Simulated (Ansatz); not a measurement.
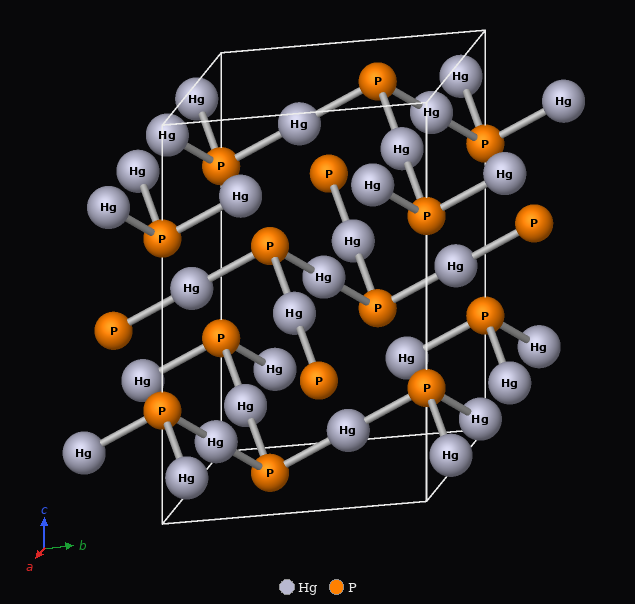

Ball-and-stick model, viewed slightly off an axis. The wireframe shows the conventional unit cell. Bonded atoms from the next cells complete the picture.

Hg3P2, space group R-3m (No. 166), a = 7.237 Å, b = 7.237 Å, c = 10.798 Å, α = 90.00°, β = 90.00°, γ = 120.00°. The cell started as a structure type filled with these elements by a generator (whether the compound takes this form wasn't checked). Earlier steps of the study may have refined or changed the cell and positions. Ansatz was used for an electronic-structure calculation on it.

This one geometry was computed with Ansatz (DFT, plane waves, PAW) at three levels of theory: PBE with spin-orbit coupling, LDA and PBE.

> Which level gives the highest pressure at this volume, and what does that say about its equilibrium volume?

Highest: PBE (0.0 GPa), which points to the largest equilibrium volume. Lowest, with the smallest volume: LDA (-3.5 GPa). Levels within 0.5 GPa of each other can't be told apart.

> How does the band gap change with the level of theory?

LDA: a gap of 1.62 eV, indirect; PBE with spin-orbit coupling: a gap of 1.66 eV, indirect; PBE: a gap of 1.80 eV, indirect.

> Collect the results in a table.

| level | cutoff (eV) | k-mesh of the run's cell | gap (eV) | pressure (GPa) |
| --- | --- | --- | --- | --- |
| PBE with spin-orbit coupling | 420 | 6×6×6 | 1.66 | -0.5 |
| LDA | 420 | 6×6×6 | 1.62 | -3.5 |
| PBE | 420 | 6×6×6 | 1.80 | 0.0 |

Gaps are taken on the k-mesh or band path of each run.
